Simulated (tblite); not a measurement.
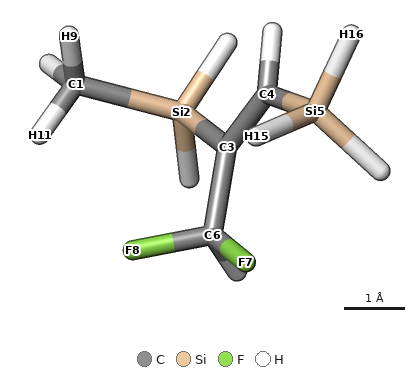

Figure 1. The input geometry (stick view, seen at a tilt; atoms are numbered from 1 in the order of the input).

## Geometry relaxation, with input and output: C4H10F2Si2

System: C4H10F2Si2.
Method: GFN2-xTB geometry optimisation, gas phase (tblite 0.8.0).

It belongs to a series of runs on one base structure; here: constitutional isomer.

## The program's output
```
step      E/eV     max force
  0    -722.24606    1.842
  1    -722.35248    1.171
  2    -722.38723    0.531
  3    -722.40648    0.404
  4    -722.42566    0.236
  5    -722.43167    0.209
  6    -722.43866    0.176
  7    -722.44246    0.136
  8    -722.44610    0.115
  9    -722.44886    0.147
 10    -722.45167    0.162
 11    -722.45447    0.151
 12    -722.45730    0.127
 13    -722.45957    0.100
 14    -722.46100    0.084
 15    -722.46196    0.076
 16    -722.46283    0.084
 17    -722.46362    0.072
 18    -722.46435    0.056
 19    -722.46501    0.052
 20    -722.46561    0.059
 21    -722.46608    0.056
 22    -722.46644    0.039
 23    -722.46674    0.035
 24    -722.46703    0.043
 25    -722.46733    0.047
 26    -722.46760    0.041
 27    -722.46780    0.033
 28    -722.46795    0.029
 29    -722.46812    0.038
 30    -722.46831    0.046
 31    -722.46848    0.032
 32    -722.46860    0.021
 33    -722.46870    0.027
 34    -722.46881    0.043
 35    -722.46895    0.047
 36    -722.46908    0.031
 37    -722.46916    0.023
 38    -722.46922    0.018
 39    -722.46927    0.026
 40    -722.46933    0.027
 41    -722.46942    0.021
 42    -722.46951    0.019
 43    -722.46960    0.025
 44    -722.46970    0.032
 45    -722.46980    0.032
 46    -722.46989    0.027
 47    -722.46998    0.025
 48    -722.47006    0.024
 49    -722.47015    0.027
 50    -722.47023    0.021
 51    -722.47030    0.019
 52    -722.47036    0.017
 53    -722.47042    0.022
 54    -722.47047    0.018
 55    -722.47051    0.016
 56    -722.47056    0.015
 57    -722.47061    0.021
 58    -722.47068    0.026
 59    -722.47075    0.022
 60    -722.47082    0.026
 61    -722.47090    0.026
 62    -722.47103    0.033
 63    -722.47119    0.040
 64    -722.47133    0.032
 65    -722.47143    0.026
 66    -722.47153    0.031
 67    -722.47169    0.036
 68    -722.47192    0.048
 69    -722.47221    0.061
 70    -722.47245    0.036
 71    -722.47264    0.074
 72    -722.47289    0.042
 73    -722.47324    0.045
 74    -722.47359    0.038
 75    -722.47381    0.051
 76    -722.47395    0.043
 77    -722.47415    0.068
 78    -722.47453    0.041
 79    -722.47477    0.035
 80    -722.47509    0.069
 81    -722.47525    0.042
 82    -722.47555    0.045
 83    -722.47634    0.061
 84    -722.47662    0.062
 85    -722.47711    0.066
 86    -722.47735    0.199
 87    -722.47858    0.099
 88    -722.47910    0.050
 89    -722.47944    0.100
 90    -722.47978    0.059
 91    -722.48043    0.048
 92    -722.48150    0.063
 93    -722.48279    0.068
 94    -722.48337    0.084
 95    -722.48385    0.043
 96    -722.48419    0.045
 97    -722.48451    0.041
 98    -722.48479    0.055
 99    -722.48512    0.038
100    -722.48536    0.032
101    -722.48551    0.025
102    -722.48560    0.023
103    -722.48570    0.022
104    -722.48581    0.025
105    -722.48593    0.019
106    -722.48605    0.020
107    -722.48611    0.021
108    -722.48621    0.025
109    -722.48629    0.024
110    -722.48642    0.035
111    -722.48662    0.042
112    -722.48687    0.043
113    -722.48711    0.037
114    -722.48732    0.033
115    -722.48754    0.036
116    -722.48780    0.050
117    -722.48806    0.043
118    -722.48821    0.033
119    -722.48829    0.027
120    -722.48839    0.021
121    -722.48852    0.022
122    -722.48865    0.022
123    -722.48878    0.021
124    -722.48886    0.020
125    -722.48892    0.019
126    -722.48902    0.025
127    -722.48915    0.028
128    -722.48930    0.029
129    -722.48943    0.030
130    -722.48953    0.028
131    -722.48964    0.029
132    -722.48982    0.036
133    -722.49005    0.043
134    -722.49031    0.042
135    -722.49045    0.063
136    -722.49064    0.033
137    -722.49077    0.027
138    -722.49101    0.020
139    -722.49111    0.022
140    -722.49133    0.026
141    -722.49154    0.034
142    -722.49183    0.033
143    -722.49208    0.025
144    -722.49216    0.062
145    -722.49242    0.028
146    -722.49254    0.026
147    -722.49277    0.026
148    -722.49284    0.022
149    -722.49299    0.020
150    -722.49306    0.020
151    -722.49311    0.013
152    -722.49315    0.014
153    -722.49319    0.017
154    -722.49324    0.021
155    -722.49329    0.016
156    -722.49333    0.014
157    -722.49337    0.010
158    -722.49340    0.011
159    -722.49342    0.013
160    -722.49345    0.015
161    -722.49348    0.016
162    -722.49352    0.016
163    -722.49357    0.019
164    -722.49362    0.021
165    -722.49368    0.017
166    -722.49375    0.016
167    -722.49383    0.017
168    -722.49389    0.017
169    -722.49395    0.019
170    -722.49401    0.015
171    -722.49406    0.015
172    -722.49410    0.015
173    -722.49416    0.019
174    -722.49422    0.020
175    -722.49429    0.023
176    -722.49433    0.015
177    -722.49436    0.013
178    -722.49438    0.010
179    -722.49441    0.014
180    -722.49443    0.011
181    -722.49444    0.011
182    -722.49445    0.011
183    -722.49447    0.015
184    -722.49450    0.020
185    -722.49452    0.018
186    -722.49455    0.014
187    -722.49456    0.008
```

## Trajectory as extended XYZ (Å, eV, eV/Å), 6 of the 188 frames kept, from step=0 to step=187
```
18
Properties=species:S:1:pos:R:3:forces:R:3 step=0 energy=-722.24606
C    -2.6468    0.5501    0.6631   -1.0710   0.4180   0.9050
Si   -1.6439   -0.0362   -0.7709    0.3110  -0.5410  -0.9850
C     0.1766   -0.2608   -0.2723   -0.2140   1.1440  -0.6590
C     1.0559    0.7519   -0.4768   -0.9590  -1.5100   0.4390
Si    2.8537    0.8109   -0.0803    1.5310  -0.2500   0.3520
C     0.3988   -1.6300    0.3061    0.9720   0.8820   0.0950
F     1.7030   -1.8331    0.6503    0.0440  -0.1260   0.0530
F    -0.3028   -1.7880    1.4607   -0.0790  -0.0280  -0.1540
H    -2.2878    1.5132    1.0363   -0.1000  -0.1880  -0.0160
H    -3.7065    0.6803    0.3770    0.5260  -0.0230   0.1530
H    -2.6298   -0.1595    1.4940    0.0340   0.1560  -0.1050
H    -2.1452   -1.3480   -1.2570    0.0770   0.2100   0.0680
H    -1.7172    0.9345   -1.8697    0.0820  -0.0210   0.0010
H     0.7374    1.6841   -0.9099   -0.6610  -0.1040  -0.1240
H     3.0749    0.6826    1.3737   -0.0400   0.0020  -0.2520
H     3.3755    2.1317   -0.5117   -0.1510  -0.2260   0.0580
H     3.5703   -0.2455   -0.8357   -0.1580   0.2460   0.1920
H     0.1249   -2.4321   -0.3885   -0.1430  -0.0410  -0.0220
18
Properties=species:S:1:pos:R:3:forces:R:3 step=37 energy=-722.46916
C    -2.6809    0.5560    0.6942    0.0020  -0.0060  -0.0050
Si   -1.6941   -0.0446   -0.8095    0.0030   0.0060   0.0090
C     0.1361   -0.2320   -0.3376    0.0010   0.0060   0.0080
C     1.0409    0.7299   -0.5033    0.0040  -0.0010  -0.0080
Si    2.8779    0.7401   -0.0454   -0.0070  -0.0050  -0.0020
C     0.4693   -1.5482    0.2853    0.0060   0.0060   0.0020
F     1.7632   -1.6735    0.6787    0.0030  -0.0050   0.0060
F    -0.2702   -1.7486    1.4150   -0.0180   0.0000  -0.0140
H    -2.3048    1.5093    1.0577   -0.0050  -0.0140  -0.0090
H    -3.7288    0.6872    0.4398    0.0100   0.0000   0.0150
H    -2.6213   -0.1556    1.5134    0.0020   0.0050  -0.0080
H    -2.1883   -1.3470   -1.2765   -0.0020   0.0070   0.0020
H    -1.7384    0.9352   -1.9004   -0.0060  -0.0070  -0.0020
H     0.6753    1.6379   -0.9691    0.0050  -0.0010   0.0000
H     3.0501    0.5975    1.3969    0.0040   0.0020   0.0050
H     3.3777    2.0563   -0.4630   -0.0100   0.0030  -0.0030
H     3.5752   -0.3007   -0.7980    0.0110  -0.0050   0.0010
H     0.2523   -2.3930   -0.3898   -0.0030   0.0070   0.0010
18
Properties=species:S:1:pos:R:3:forces:R:3 step=75 energy=-722.47381
C    -2.6372    0.5382    0.7305   -0.0050  -0.0010  -0.0020
Si   -1.7030   -0.0326   -0.8167   -0.0010   0.0060  -0.0100
C     0.1298   -0.2258   -0.3581   -0.0110  -0.0070  -0.0080
C     1.0408    0.7284   -0.5305   -0.0080  -0.0060  -0.0100
Si    2.8701    0.7358   -0.0507    0.0070   0.0050   0.0020
C     0.4546   -1.5397    0.2715   -0.0130  -0.0020   0.0140
F     1.6539   -1.5752    0.9085   -0.0070  -0.0250  -0.0230
F    -0.4668   -1.8586    1.2259    0.0010  -0.0110   0.0020
H    -2.2779    1.5076    1.0665   -0.0070   0.0010   0.0020
H    -3.7013    0.6266    0.5358   -0.0120   0.0080  -0.0010
H    -2.5034   -0.1648    1.5476   -0.0130  -0.0040   0.0030
H    -2.2193   -1.3128   -1.3181    0.0220   0.0040   0.0250
H    -1.7538    0.9756   -1.8807   -0.0070   0.0050  -0.0080
H     0.6845    1.6313   -1.0122   -0.0040   0.0090   0.0060
H     3.0251    0.7138    1.4005    0.0030  -0.0090   0.0020
H     3.3986    2.0043   -0.5671    0.0090  -0.0030  -0.0170
H     3.5543   -0.3801   -0.7032    0.0040  -0.0020   0.0110
H     0.4422   -2.3657   -0.4615    0.0390   0.0310   0.0100
18
Properties=species:S:1:pos:R:3:forces:R:3 step=112 energy=-722.48687
C    -2.6536    0.5320    0.7765    0.0140  -0.0080   0.0090
Si   -1.7238   -0.0118   -0.7837   -0.0110   0.0320  -0.0270
C     0.1183   -0.1923   -0.3589    0.0070   0.0140  -0.0030
C     1.0296    0.7628   -0.5322    0.0080   0.0000   0.0210
Si    2.8657    0.7005   -0.0815   -0.0150  -0.0200  -0.0270
C     0.5004   -1.5097    0.2339   -0.0070  -0.0080   0.0180
F     1.4231   -1.4069    1.2286   -0.0040   0.0030   0.0010
F    -0.5729   -2.1223    0.8058    0.0190   0.0020  -0.0120
H    -2.3006    1.4980    1.1281   -0.0180   0.0100  -0.0100
H    -3.7193    0.6119    0.5838    0.0140   0.0160   0.0090
H    -2.5133   -0.1814    1.5829   -0.0120  -0.0280   0.0080
H    -2.2364   -1.2873   -1.2916    0.0200   0.0000  -0.0070
H    -1.7980    1.0187   -1.8278    0.0010  -0.0090   0.0070
H     0.6737    1.6859   -0.9745    0.0100  -0.0150   0.0020
H     3.0464    0.9205    1.3502   -0.0120   0.0030   0.0090
H     3.5091    1.7796   -0.8384   -0.0070   0.0020  -0.0060
H     3.4359   -0.5836   -0.4950   -0.0060   0.0080  -0.0080
H     0.9069   -2.2080   -0.5180   -0.0010  -0.0020   0.0150
18
Properties=species:S:1:pos:R:3:forces:R:3 step=150 energy=-722.49306
C    -2.6841    0.4293    0.8080    0.0010   0.0000  -0.0010
Si   -1.7222    0.0525   -0.7824   -0.0010   0.0040   0.0020
C     0.1178   -0.1528   -0.3613   -0.0030   0.0010  -0.0050
C     1.0559    0.7575   -0.6177    0.0030  -0.0040   0.0010
Si    2.8891    0.6524   -0.1789    0.0120   0.0150  -0.0070
C     0.4946   -1.4190    0.3408   -0.0140  -0.0020  -0.0040
F     1.1433   -1.1868    1.5156    0.0060  -0.0030   0.0060
F    -0.6009   -2.1523    0.6746    0.0020   0.0120   0.0000
H    -2.2763    1.2989    1.3169    0.0020   0.0020   0.0060
H    -3.7284    0.6326    0.5907    0.0010  -0.0090  -0.0050
H    -2.6456   -0.4081    1.4985    0.0070  -0.0050   0.0000
H    -2.1970   -1.1737   -1.4287   -0.0050   0.0010  -0.0010
H    -1.7891    1.1853   -1.7138   -0.0020   0.0020  -0.0070
H     0.7281    1.6558   -1.1261   -0.0080   0.0010   0.0110
H     3.0962    0.8993    1.2454   -0.0110   0.0000  -0.0040
H     3.5686    1.6775   -0.9757    0.0030  -0.0090   0.0000
H     3.3947   -0.6718   -0.5526    0.0060  -0.0110   0.0050
H     1.1465   -2.0703   -0.2652    0.0010   0.0050   0.0030
18
Properties=species:S:1:pos:R:3:forces:R:3 step=187 energy=-722.49456
C    -2.6787    0.3911    0.8241   -0.0030  -0.0020   0.0010
Si   -1.7224    0.0850   -0.7843   -0.0040   0.0010   0.0010
C     0.1178   -0.1370   -0.3728   -0.0030  -0.0020  -0.0040
C     1.0678    0.7574   -0.6417    0.0000  -0.0010   0.0020
Si    2.8983    0.6403   -0.1949    0.0010  -0.0080   0.0010
C     0.4799   -1.3979    0.3468    0.0060   0.0030  -0.0040
F     1.0736   -1.1517    1.5483    0.0050   0.0000   0.0000
F    -0.6186   -2.1445    0.6358   -0.0060   0.0020   0.0010
H    -2.2936    1.2581    1.3550    0.0000   0.0000  -0.0020
H    -3.7308    0.5664    0.6207   -0.0010   0.0000   0.0010
H    -2.6075   -0.4642    1.4897    0.0000  -0.0010   0.0010
H    -2.1976   -1.1166   -1.4757    0.0010  -0.0010   0.0010
H    -1.7960    1.2506   -1.6736    0.0030   0.0040  -0.0010
H     0.7492    1.6562   -1.1551    0.0000  -0.0020   0.0010
H     3.0905    0.9883    1.2105    0.0000   0.0000   0.0020
H     3.6090    1.5848   -1.0599   -0.0010   0.0020  -0.0020
H     3.3840   -0.7179   -0.4580   -0.0010   0.0030   0.0010
H     1.1664   -2.0423   -0.2268    0.0020   0.0030   0.0020
```

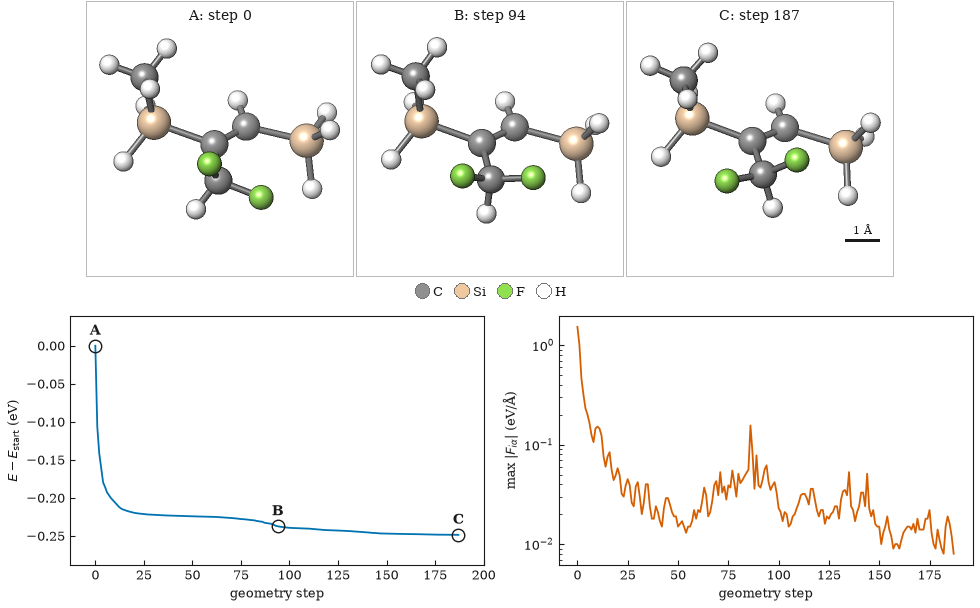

Figure 2. Frames of the relaxation (ball-and-stick view, seen at a tilt) above the curves, on which the letters mark them (steps are counted from 0).

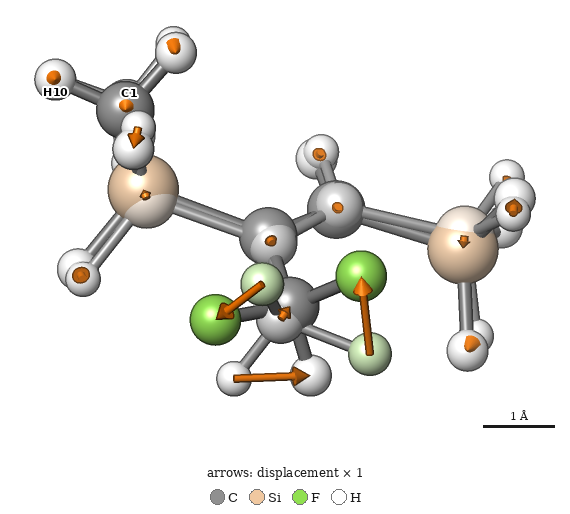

Figure 3. Start (faint) and end (solid) with the displacements as orange arrows, at true length (ball-and-stick view, seen at a tilt). The two geometries are laid on each other by the best rigid fit. F7 moves most after the best rigid fit: 1.29 Å. Largest moves by element: F 1.29 Å, H 1.13 Å, C 0.25 Å, Si 0.19 Å. Among the contacts that change: C1–Si2 1.846 → 1.896 Å, C4–Si5 1.842 → 1.888 Å, C3–C4 1.357 → 1.332 Å, Si2–H12 1.486 → 1.466 Å. Among the angles that change: C4–C3–C6 130.0° → 119.4°, Si5–C4–H14 110.4° → 116.7°, Si2–C3–C6 110.5° → 115.9°. After 187 geometry steps the energy has fallen by 0.248 eV. Largest force component: 1.5 eV/Å at the start, 0.008 eV/Å at the end. (Atoms are counted from 1 in the order of the input.)

This output came from the following input.

## The input
```
{"job": {"kind": "relax", "xc": "GFN2-xTB", "basis": "xTB"}, "charge": 0, "multiplicity": 1}
C     -2.646800     0.550100     0.663100
Si    -1.643900    -0.036200    -0.770900
C      0.176600    -0.260800    -0.272300
C      1.055900     0.751900    -0.476800
Si     2.853700     0.810900    -0.080300
C      0.398800    -1.630000     0.306100
F      1.703000    -1.833100     0.650300
F     -0.302800    -1.788000     1.460700
H     -2.287800     1.513200     1.036300
H     -3.706500     0.680300     0.377000
H     -2.629800    -0.159500     1.494000
H     -2.145200    -1.348000    -1.257000
H     -1.717200     0.934500    -1.869700
H      0.737400     1.684100    -0.909900
H      3.074900     0.682600     1.373700
H      3.375500     2.131700    -0.511700
H      3.570300    -0.245500    -0.835700
H      0.124900    -2.432100    -0.388500
```

The first line tells a small driver script what to run in tblite; the rest is the geometry in Å.

Launch command:
```bash
OMP_NUM_THREADS=1 python <driver script> task.json out
```

## Results in brief

```tsv
quantity	value
outcome	converged
total energy	−722.4946 eV
hardware	1 CPU thread, shared host
wall time	1.7 s
peak memory	0.18 GiB
```
